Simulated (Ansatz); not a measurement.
**MgCd₂O₃: density, localisation and related maps**

Input

```
crystal:
  lattice:
    - [-1.642594, 1.642594, 6.9236359]
    - [1.642594, -1.642594, 6.9236359]
    - [1.642594, 1.642594, -6.9236359]
  atoms:
    - { symbol: Mg, position: [0.5, 0.5, 0.0] }
    - { symbol: Cd, position: [0.834605, 0.834605, 0.0] }
    - { symbol: Cd, position: [0.165395, 0.165395, 0.0] }
    - { symbol: O, position: [0.0, 0.0, 0.0] }
    - { symbol: O, position: [0.65619, 0.65619, 0.0] }
    - { symbol: O, position: [0.34381, 0.34381, 0.0] }
basis:
  ecutwfc: 420
kpoints:
  mp_grid: { grid: [16, 16, 16] }
  band_path:
    path:
      - [[0.0, 0.0, 0.0], [0.0, 0.0, 0.5], [0.25, 0.25, 0.25], [0.0, 0.5, 0.0], [0.0, 0.0, 0.0], [0.5, 0.5, -0.5], [0.26407123, 0.73592877, -0.26407123]]
      - [[-0.26407123, 0.26407123, 0.26407123], [0.0, 0.0, 0.0]]
      - [[0.0, 0.0, 0.5], [-0.02814246, 0.02814246, 0.5]]
      - [[0.5, 0.5, -0.02814246], [0.5, 0.5, -0.5]]
    npoints: 14
hamiltonian:
  xc: lda
scf:
  occupations: { method: gaussian, width: 0.01 }
  n_extra_bands: 15
output:
  forces: true
  stress: true
  eigenvalues: true
  populations: true
  dos: { projected: true, de: 0.02, nscf_kmesh: { grid: [20, 20, 20] } }
  bader: true
  write_density: true
  write_potential: true
  elf: true
  volumetric_format: npy
```

Launched as:

```sh
ansatz run input.yaml --threads 4 --pin off --max-ram 8192MiB --backend cpu --events-out ev --progress --plain --runs-dir out
```

Below, planes, directions and counts refer to the conventional cell (a = 3.29 Å, b = 3.29 Å, c = 13.85 Å, α = 90.00°, β = 90.00°, γ = 90.00°).

Space group I4/mmm; a structure generated by program, which may or may not match a known phase; computed pressure about −11 GPa in this cell.

Computed with DFT LDA, scalar-relativistic, plane waves, PAW in Ansatz 0.2.0.

In a PAW calculation such maps are meaningful between the atoms, not at the nuclei.

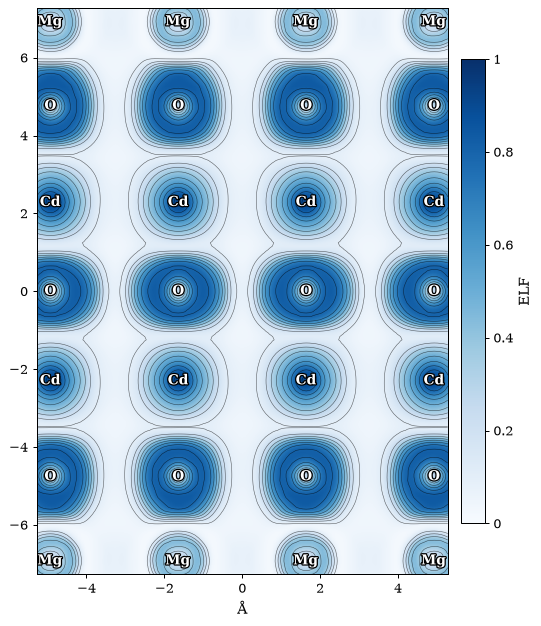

Figure 1. ELF on the (100) plane of the conventional cell.

### What do the fields say about this system?

The plane passes through Mg, Cd and O nuclei. Mg–O (2.16 Å): the ELF peaks at about 0.85 in the valence shell of O, 0.6 Å from its nucleus, and is about 0.35 at the midpoint: a closed-shell, largely ionic contact. Cd–O (2.29 Å): the ELF peaks at about 0.80 in the valence shell of O, 0.6 Å from its nucleus, and drops to about 0.10 between the two atoms: no localised pair shows between them. Cd–O (2.47 Å): the ELF is about 0.10 at the midpoint (no shared electron pair shows on this line). The features right at Cd lie inside the PAW spheres, where the map follows smoothed inner orbitals and isn't to be read closely.

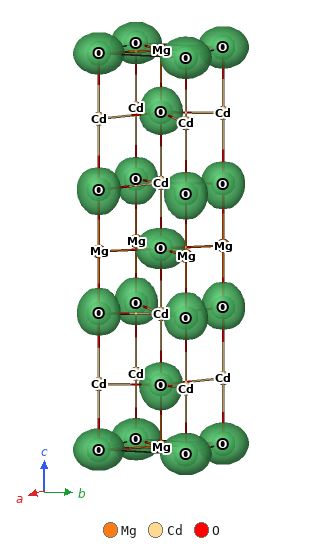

Figure 2. Isosurface of the ELF at 0.75 (green), seen slightly off an axis. Core shells and regions of very low density are left out. Sticks mark near contacts.

### Where are the electrons localised?

The ELF exceeds this value in six regions wrapped around O (the valence shell of each), counted in one cell of 12 atoms. Regions shared between cells count once.

### How much charge does the calculation move between the atoms?

Electrons move from Mg and Cd towards O. Bader charges: Mg +1.70, Cd +1.12 and O −1.48 to −1.23 e.
